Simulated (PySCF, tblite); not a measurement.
**C5H9NO2Si2: geometry, infrared bands and NMR shifts**

What infrared bands and NMR shifts should C5H9NO2Si2 (`O=C(O)C1=C[Si@@H](N[SiH3])C=C1`) show?

Computed with tblite 0.8.0 and PySCF 2.14.0, with density-fitted response routines of our own, on a single molecule in the gas phase. Atoms are numbered from 0 throughout.

## (1) The starting structure

19 atoms, charge 0, multiplicity 1; geometry from: force field or distance geometry start.

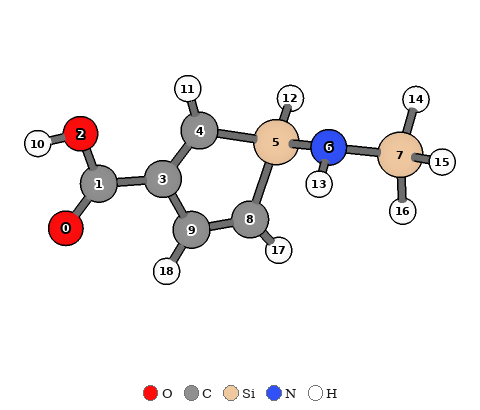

As it starts; oxygen red, carbon grey, silicon light orange, nitrogen blue, hydrogen white, atoms numbered.

## (2) Optimising the geometry with GFN2-xTB

The job: settings as JSON, then the geometry in Å.

```
{"job": {"kind": "relax", "xc": "GFN2-xTB", "basis": "xTB"}, "charge": 0, "multiplicity": 1}
O     -3.956800    -0.669200     0.676300
C     -3.164100     0.181700     0.314600
O     -3.514200     1.457700     0.163200
C     -1.729700    -0.056700     0.025400
C     -0.856700     0.892500    -0.334200
Si     0.844200     0.193600    -0.611400
N      1.872200     0.787100     0.584800
Si     3.456100     0.243300     0.347700
C      0.168800    -1.484100    -0.155900
C     -1.151800    -1.404000     0.140900
H     -4.478800     1.458800     0.383800
H     -1.066600     1.940900    -0.478700
H      1.322100     0.334500    -1.990100
H      1.543000     0.484200     1.495900
H      3.968100     0.753800    -0.943700
H      4.259200     0.760300     1.475200
H      3.463100    -1.238100     0.397700
H      0.770200    -2.378000    -0.151800
H     -1.758200    -2.248800     0.429600
```

Run with:

```sh
$ OMP_NUM_THREADS=1 python probes_run.py task.json out
```

The driver reads the jobs from task.json and runs them one after another.

**Question.** This job is followed by: GFN2-xTB harmonic vibrations, gas phase; GIAO PBE0/pcSseg-1 NMR shielding, non-relativistic, gas phase. Predict these results of the whole session: strongest single infrared mode (GFN2-xTB); zero-point energy (GFN2-xTB); 13C shifts against TMS (PBE0/pcSseg-1); 1H shifts against TMS (PBE0/pcSseg-1, means over atoms taken as alike); 17O shifts against H2O (PBE0/pcSseg-1); 29Si shifts against TMS (PBE0/pcSseg-1); 15N shifts against NH3 (PBE0/pcSseg-1); surface potential, least and greatest.

The runs gave:

| quantity | value |
| --- | --- |
| strongest single infrared mode (GFN2-xTB) | 2284 cm⁻¹, 562 km/mol |
| zero-point energy (GFN2-xTB) | 78.7 kcal/mol |
| 13C shifts against TMS (PBE0/pcSseg-1) | 168.6, 154.5, 153.9, 150.2, 137.8 ppm |
| 1H shifts against TMS (PBE0/pcSseg-1, means over atoms taken as alike) | 7.64, 7.27, 6.25, 6.14, 5.28, 4.88, -0.06 ppm |
| 17O shifts against H2O (PBE0/pcSseg-1) | 432.5, 204.2 ppm |
| 29Si shifts against TMS (PBE0/pcSseg-1) | -12.2, -53.0 ppm |
| 15N shifts against NH3 (PBE0/pcSseg-1) | 0.3 ppm |
| surface potential, least and greatest | -1.53 V and 2.08 V |

The optimisation took 98 steps and gained 0.527 eV; among the close pairs (by a distance rule), N6–Si7 changed most, from 1.691 to 1.736 Å. No mode is imaginary among the 51: a minimum at this level. The strongest single mode, at 2284 cm⁻¹, moves mainly H14. GFN2-xTB is a fitted tight-binding method: band positions and strengths are rough. Its intensities can rank the bands wrongly. At PBE0/pcSseg-1: The widest tensor belongs to O0: span 605 ppm, with a paramagnetic part of -497 ppm. At PBE0/pcSseg-1, counted by nearest atom on the grid, the HOMO lies on C8 28 %; C4 22 %, the LUMO on C4 25 %; C3 16 %.
